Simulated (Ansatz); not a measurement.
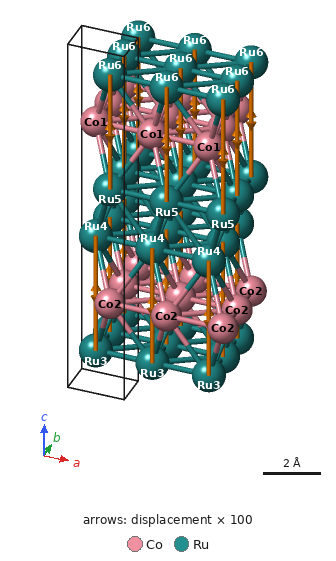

A relaxation of solid CoRu2 (a generated structure, set up in P6_3/mmc) (coarse preliminary run). The starting structure is drawn; orange arrows show the displacements (the part carried along by the change of the cell is left out), magnified 100 times.

Style: ball-and-stick. Shown: the cell of the calculation, repeated 3 × 3 × 1 with one cell outlined, slightly off an axis.

Method: DFT PBE, scalar-relativistic, plane waves, PAW (Ansatz).

Input
```yaml
crystal:
  lattice:
    - [2.6254761, 0.0, 0.0]
    - [-1.31273805, 2.273729, 0.0]
    - [0.0, 0.0, 12.4643645]
  atoms:
    - { symbol: Co, position: [0.33333333, 0.66666667, 0.75], spin: 3.0 }
    - { symbol: Co, position: [0.66666667, 0.33333333, 0.25], spin: 3.0 }
    - { symbol: Ru, position: [0.33333333, 0.66666667, 0.08333333] }
    - { symbol: Ru, position: [0.33333333, 0.66666667, 0.41666667] }
    - { symbol: Ru, position: [0.66666667, 0.33333333, 0.58333333] }
    - { symbol: Ru, position: [0.66666667, 0.33333333, 0.91666667] }
basis:
  ecutwfc: 420
kpoints:
  mp_grid: { grid: [6, 6, 2] }
hamiltonian:
  xc: pbe
scf:
  occupations: { method: gaussian, width: 0.1 }
  lower_state_search: "off"
output:
  forces: true
  stress: true
  eigenvalues: true
  populations: true
magnetization:
  spin_polarized: true
relax:
  adjacent_minimum: "off"
  f_tol: 0.04
  max_steps: 70
  cell: { stress_tol: 0.4 }
```

Launched with:
```bash
ansatz run input.yaml --threads 1 --pin off --max-ram 2560MiB --backend cpu --events-out ev --progress --plain --runs-dir out
```

Question: Atoms of which element are displaced furthest, and by how much?

Answer: Ruthenium: up to 0.025 Å, against 0.000 Å for cobalt.

Question: Describe the change and its energy.

Answer: The largest moves relative to the cell, 0.025 Å, are those of Ru3, Ru4, Ru5 and Ru6. Ru5 goes along +c. Co stays in place. The drawn cell changes as follows: a = b 2.625 → 2.685 Å (+2.2 %), c 12.464 → 12.447 Å (−0.1 %); the volume changes by +4.4 %. Some distances before and after: Ru3–Ru3 2.625 → 2.685 Å, Co1–Co1 2.625 → 2.685 Å, Ru3–Ru6 2.572 → 2.630 Å. The space group stays P6_3/mmc (No. 194). Over 3 accepted moves (4 points after the start) the energy falls by 34.5 meV per atom. Largest force component: 0.76 eV/Å at the start, 0.018 eV/Å at the end. The pressure goes from 14.47 to 0.01 GPa. The SCF was repeated once at an unchanged geometry on a basis and grid sized afresh for the cell, which shifted the energy by 0.4 meV per atom at most.

Limits of the set-up: the k-point mesh is coarse for a cell with partly filled bands.
